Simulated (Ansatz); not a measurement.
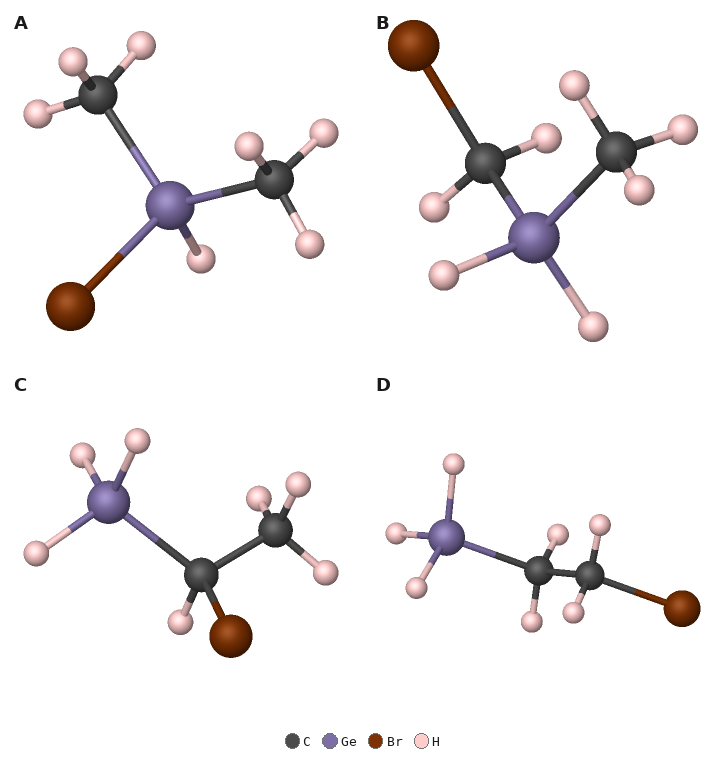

Figure made from data computed with Ansatz.

Question: Match each picture to its SMILES.
(1) [CH3][GeH2][CH2]Br
(2) [GeH3][CH2]CBr
(3) C[C@H]([GeH3])Br
(4) [CH3][GeH]([CH3])[Br]

Answer: A is (4), B is (1), C is (3), D is (2).
